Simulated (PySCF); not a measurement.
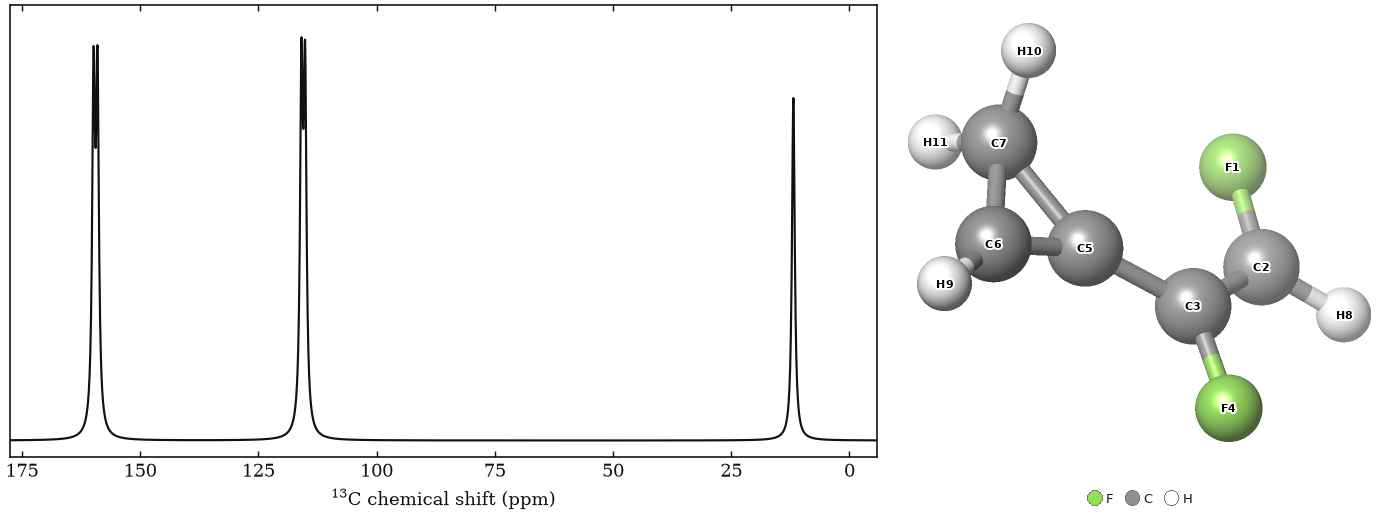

Spectrum and numbered structure of C₅H₄F₂, SMILES F/C=C(/F)C1=CC1. GIAO shifts, LDA/pcSseg-1 in PySCF 2.14.0, at a PBE0-D3(BJ)/def2-SVP geometry (no frequency check), against TMS for ¹³C computed at the same level. Gas phase, fully decoupled, line heights follow the number of nuclei, widths are arbitrary (no quadrupolar broadening); values of one conformer, averaged over methyl-type rotors and exact or near symmetry; other conformers aren't averaged in.

Q: Which atoms give which ¹³C line?

A:
| δ (ppm) | nuclei | atoms |
| --- | --- | --- |
| 159.9 | 1 | C3 |
| 159.0 | 1 | C2 |
| 115.9 | 1 | C5 |
| 115.1 | 1 | C6 |
| 11.9 | 1 | C7 |

The order of signals that lie close, as those under 2 ppm apart, is within the error of the method.
